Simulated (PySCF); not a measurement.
## Electronic structure of GaB (charge +1, doublet) in real space

```xyz
2

Ga    0.0000    0.0000   -0.3799
B     0.0000    0.0000    2.3781
```

The calculation used PBE0/def2-SVPD, non-relativistic Hamiltonian with scalar-relativistic core potentials where named, at a bond length of 2.758 Å in PySCF 2.14.0.

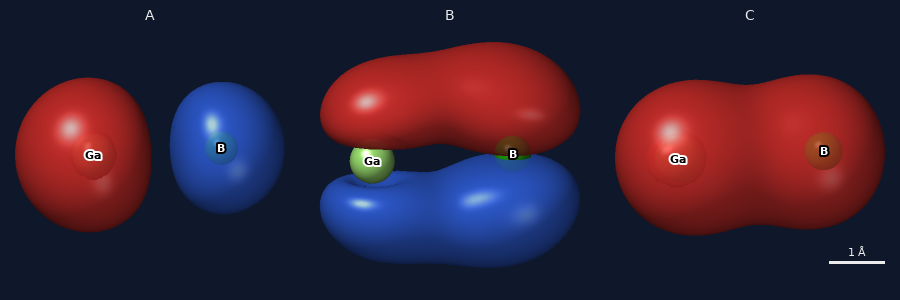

Figure 1. Three frontier β-spin orbitals, each drawn at the value that holds 80 % of its norm (red and blue are the two phases), in no order; of a degenerate pair one member is drawn.

Q: Label each orbital by symmetry, say whether it is occupied, and order them by energy.

A: Orbital C: σ, occupied in this spin, −17.03 eV; shared between the atoms (Ga 45 %, B 55 %).
Orbital A: σ, occupied in this spin, −14.65 eV; shared between the atoms (Ga 60 %, B 40 %).
Orbital B: π, empty in this spin, −8.40 eV; bonding, with no node between the atoms.

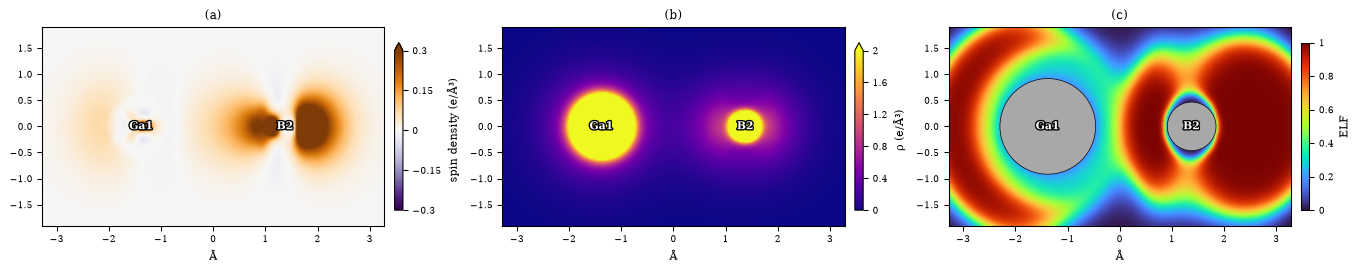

Figure 2. (a) spin density; (b) total electron density; (c) electron localisation function on a plane that holds the molecular axis. Grey discs cover the atomic cores in the ELF map.

Q: What do the fields say about this system?

A:
- Atoms in the plane: Ga and B.
- Ga–B (2.76 Å): ρ is about 0.23 e/Å³ halfway; the ELF peaks at about 1 in the valence shell of B, 0.8 Å from its nucleus, and is about 0.65 at the midpoint.
- The unpaired spin (1 electron) lies mostly on B2 (about 0.7) and Ga1 (about 0.3), in electrons by Hirshfeld's partition.
